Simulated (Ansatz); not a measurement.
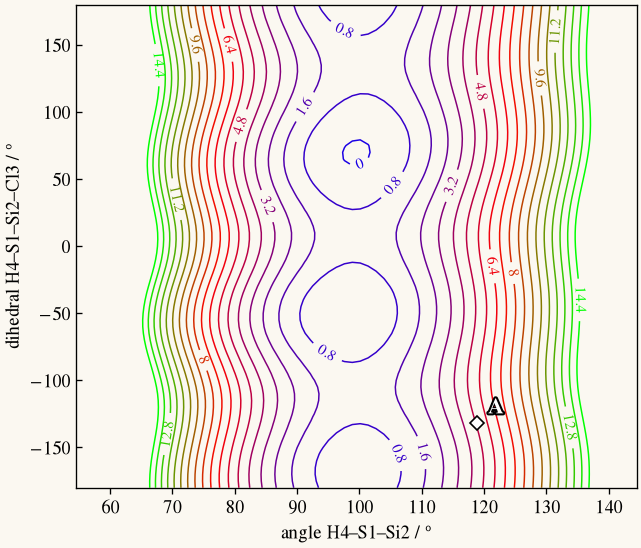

ClH4SSi, SMILES [SH2+][SiH2]Cl, charge +1. The first coordinate is: angle H4–S1–Si2; the second: dihedral H4–S1–Si2–Cl3. Nothing is relaxed (all other coordinates rigid). The scan uses a 15 × 15 grid. Points are written as (first, second). Energies are in kcal/mol, from the lowest grid point. Theory: RHF/def2-TZVP in Ansatz.

The picture shows contour lines labelled in kcal/mol (none above 14.4), the point A. Between grid points the surface is interpolated.

Is A at rest? If not, where is it pushed?

Answer. A, at (118.8°, −132°), is not a stationary point. The computed force is 0.41 kcal/mol for each degree towards smaller values of angle H4–S1–Si2 and 0.026 kcal/mol for each degree towards smaller values of dihedral H4–S1–Si2–Cl3.
